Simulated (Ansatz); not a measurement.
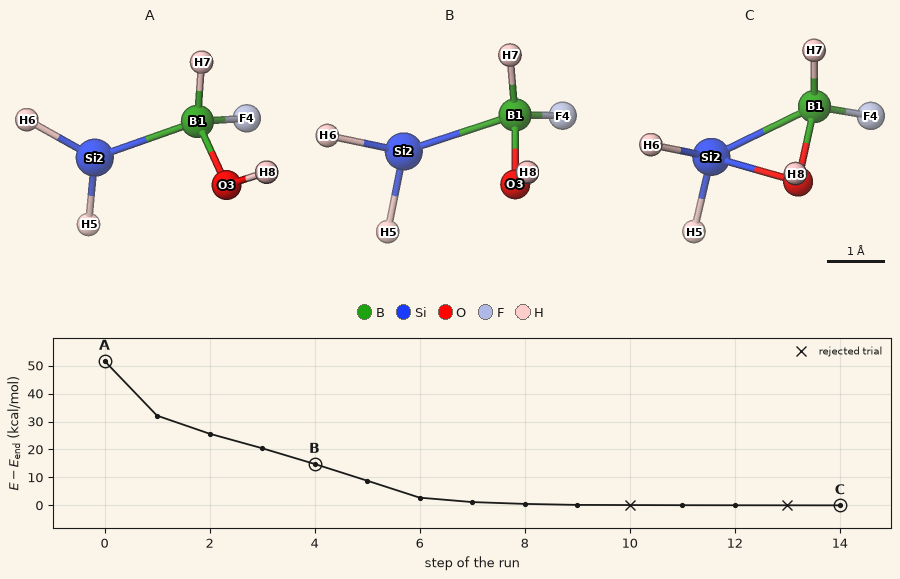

Frames of a relaxation of BSiH₄OF, marked on the history of the run. Style: ball-and-stick. Shown at a tilt.

It is one of the separated reactants of a reaction.

Theory: Ansatz 0.2.0, RKS PBE-D4/def2-SVP. Set-up: force threshold 0.03 eV/Å; at most 250 steps.

Q: What happens along the run?

A: The largest move after the best rigid fit is that of H8, 1.27 Å. By element the largest moves are H 1.27 Å, O 0.74 Å, B 0.49 Å, F 0.43 Å, Si 0.31 Å. Some distances before and after: Si2–O3 2.903 → 1.900 Å, Si2–H5 1.420 → 1.508 Å, B1–F4 1.440 → 1.354 Å, B1–H7 1.150 → 1.222 Å. Bond angles that change, for instance: Si2–B1–O3 104.9° → 61.7°, F4–B1–H7 104.5° → 119.7°, Si2–B1–F4 109.1° → 122.0°. Groups turn about B1–O3 by about 40°. The energy falls by 51.7 kcal/mol in 12 accepted moves (14 points after the start). Largest force component: 4.1 eV/Å at the start, 0.018 eV/Å at the end. The line search rejected the trial steps at points 10, 13 of the run. Cost: 22 s on 2 threads of Arm Neoverse V1 (shared host). From step 0 to 4: H8 moves most (0.70 Å), energy −36.9 kcal/mol. From step 4 to 14: H atoms move most (0.60 Å), energy −14.8 kcal/mol.

```csv
step,"E − E(0), kcal/mol","largest force component, eV/Å",note
0,0.00,4.0560,
1,-19.59,1.7659,
2,-26.06,1.1067,
3,-31.25,1.1422,
4,-36.88,0.6164,
5,-42.86,0.4842,
6,-48.94,0.5807,
7,-50.52,0.8342,
8,-51.18,0.5715,
9,-51.54,0.1177,
10,-51.51,0.5013,rejected
11,-51.64,0.0576,
12,-51.66,0.0913,
13,-51.65,0.1627,rejected
14,-51.70,0.0184,
```
